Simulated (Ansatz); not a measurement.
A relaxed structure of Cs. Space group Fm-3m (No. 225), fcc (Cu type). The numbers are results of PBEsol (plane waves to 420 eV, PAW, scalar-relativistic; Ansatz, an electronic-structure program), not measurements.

```cif
data_Cs
_chemical_formula_sum 'Cs1'
_space_group_name_H-M_alt 'P 1'
_space_group_IT_number 1
_cell_length_a 5.35684
_cell_length_b 5.35684
_cell_length_c 5.35684
_cell_angle_alpha 60.047
_cell_angle_beta 60.047
_cell_angle_gamma 60.047
loop_
_space_group_symop_operation_xyz
  'x, y, z'
loop_
_atom_site_label
_atom_site_type_symbol
_atom_site_fract_x
_atom_site_fract_y
_atom_site_fract_z
_atom_site_occupancy
Cs1 Cs 0.00000 0.00000 0.00000 1
```

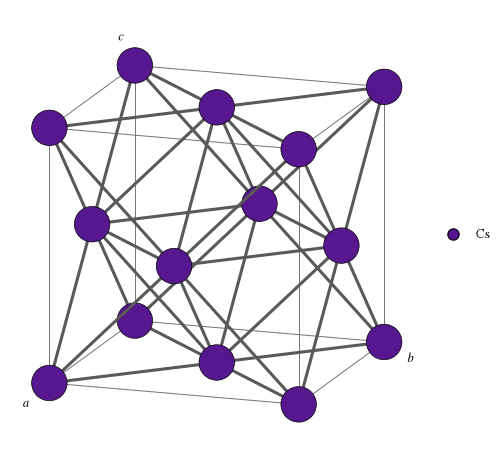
Figure. The conventional cell of the relaxed structure

```yaml
volume_per_atom: 108.81 Å³
band_gap: zero (metallic)
shortest_distances: 
k-mesh: 11×11×11
```

No spin polarisation in the result.

The run could not lose the symmetry of its start.

The relaxed structure has the type that Cs is known to take under pressure; here it was relaxed at zero pressure, from a generated start.
